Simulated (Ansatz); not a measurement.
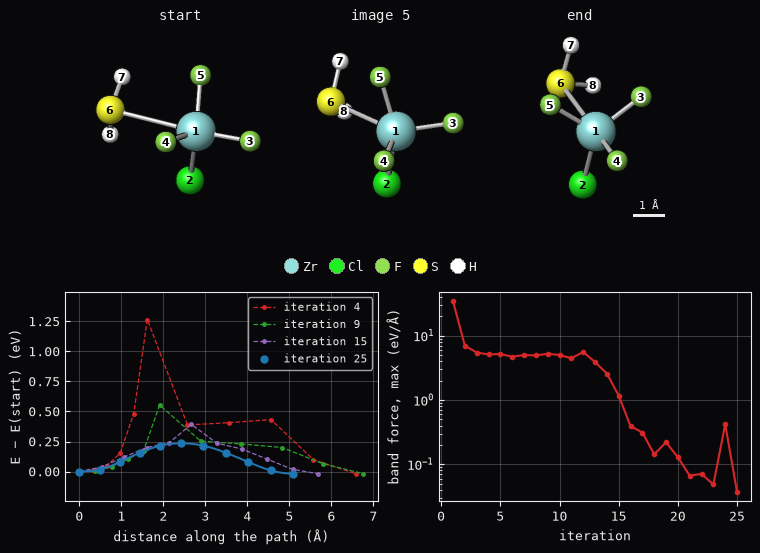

NEB run on ZrH2SClF3. Images are numbered from 0 (start) to 10 (end). The plot follows the band through its iterations. Style: ball-and-stick. Shown at a tilt.

The calculation used RKS PBE/def2-SVP in Ansatz. Settings: 9 movable images; climbing image; force threshold 0.05 eV/Å; iteration limit 60; spring constant 20.0 eV/Å²; starting path through a guess of the saddle point.

### Judge this run.

The run is converged, with reservations. The band converged in 25 iterations. The largest component of the band force went from 34 to 0.037 eV/Å. The climbing image converged on the top of the path. Its curvatures weren't checked. The first iteration put the highest image at 13.529 eV. Forward barrier 0.235 eV, backward barrier 0.253 eV, with image 5 at the top; the reaction energy is −0.018 eV.

The run took 5.9 min on 4 threads of Arm Neoverse V1, on a shared host, peak memory 0.18 GiB.
